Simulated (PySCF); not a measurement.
# [PH4]+ (phosphonium) at CISD/STO-6G

Aim: the vertical ionisation energy of [PH4]+ (phosphonium) at CISD/STO-6G, from 2 runs. Input form: a Python script.

The calculation is run with PySCF 2.14.0.

15 further runs of the same task are left out: 2 that didn't finish, 13 set aside as unsound or not needed.

**1. The structure to begin with**

[PH4]+ has 5 atoms, charge +1, and is taken as a singlet. As SMILES, `[PH4+]`. Geometry: relaxed at GFN2-xTB.

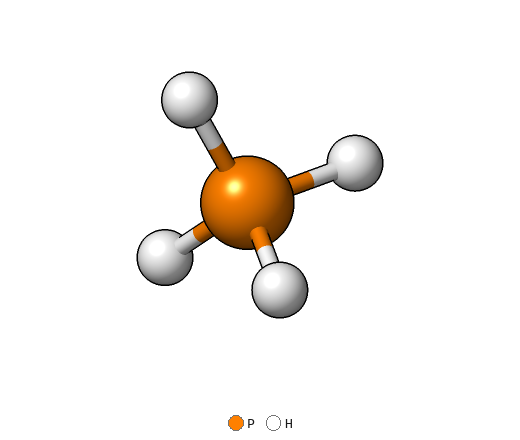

The structure, seen from a chosen angle (phosphorus orange, hydrogen white).

**2. A single-point energy at CISD/STO-6G**

input.py reads:

```python
# phosphonium
from pyscf import gto, ci

mol = gto.M(
    atom=[
    ('P', (-0.000020, -0.000000, 0.000050)),
    ('H', (1.357460, -0.061330, 0.210450)),
    ('H', (-0.617320, -1.016050, 0.691010)),
    ('H', (-0.261860, -0.133750, -1.343340)),
    ('H', (-0.478250, 1.211140, 0.441830)),
],
    verbose=3,
    spin=0,
    max_memory=1860,
    basis='sto-6g',
    charge=1,
)

calc0 = mol.RHF()
calc0.conv_tol = 1e-10
calc0.kernel()
if not calc0.converged:
    calc0 = calc0.newton().run(calc0.mo_coeff, calc0.mo_occ)

cisd = ci.CISD(calc0, frozen=5)
cisd.kernel()
energy = cisd.e_tot
print('Final energy', energy)
```

Started as:

```bash
OMP_NUM_THREADS=1 python input.py
```

Log:

```text
converged SCF energy = -341.662807871712
E(RCISD) = -341.7311412917102  E_corr = -0.06833341999835915
Final energy -341.73114129171023
```

Run time: 0.7 s. Hardware: 1 thread of Arm Neoverse V1, shared host; peak memory 0.14 GiB.

**3. Doublet [PH4]2+ at the same level**

run.py reads:

```python
from pyscf import gto, scf, ci

system = gto.Mole()
system.atom = '''
P     -0.000038     0.000000     0.000094
H      2.565228    -0.115897     0.397693
H     -1.166566    -1.920056     1.305820
H     -0.494844    -0.252751    -2.538545
H     -0.903762     2.288723     0.834938
'''
system.spin = 1
system.verbose = 3
system.max_memory = 1860
system.charge = 2
system.unit = 'bohr'
system.basis = 'sto-6g'
system.build()

mf = scf.UHF(system)
mf.conv_tol = 1e-10
mf.kernel()
if not mf.converged:
    mf = mf.newton().run(mf.mo_coeff, mf.mo_occ)

cisd = ci.CISD(mf, frozen=5)
cisd.kernel()
e_final = cisd.e_tot
print('E(%s) = %.9f' % ('CISD', e_final))
```

Started as:

```bash
OMP_NUM_THREADS=1 python run.py
```

Log:

```text
converged SCF energy = -340.854485594657  <S^2> = 0.77524327  2S+1 = 2.0250859
E(UCISD) = -340.9123232138202  E_corr = -0.05783761916270593
E(CISD) = -340.912323214
```

It took 0.7 s on 1 thread of Arm Neoverse V1, shared host; peak memory 0.13 GiB.

**4. Outcome**

Level: CISD/STO-6G, 5 core orbitals frozen.

```
                                                                   quantity          value
                                               singlet [PH4]+: total energy  -341.73114 Eh
                        singlet [PH4]+: HOMO energy (Hartree–Fock orbitals)      -22.62 eV
                        singlet [PH4]+: LUMO energy (Hartree–Fock orbitals)        4.78 eV
                      singlet [PH4]+: HOMO–LUMO gap (Hartree–Fock orbitals)       27.40 eV
                singlet [PH4]+: correlation energy (5 core orbitals frozen)      -68.3 mEh
                                              doublet [PH4]2+: total energy  -340.91232 Eh
doublet [PH4]2+: HOMO energy (Hartree–Fock orbitals) (highest over α and β)      -31.01 eV
 doublet [PH4]2+: LUMO energy (Hartree–Fock orbitals) (lowest over α and β)      -21.36 eV
               doublet [PH4]2+: correlation energy (5 core orbitals frozen)      -57.8 mEh
                         doublet [PH4]2+: ⟨S²⟩ of the reference determinant          0.775
                       vertical ionisation energy (to the doublet dication)      22.281 eV
```

In words: Removing an electron at fixed nuclei costs 22.28 eV (514 kcal/mol). In a minimal basis such a difference can be off by several eV, whatever the method. Mulliken charges (singlet [PH4]+) of the mean-field density run from +0.07 on H2 to +0.70 on P1; they depend strongly on the basis.
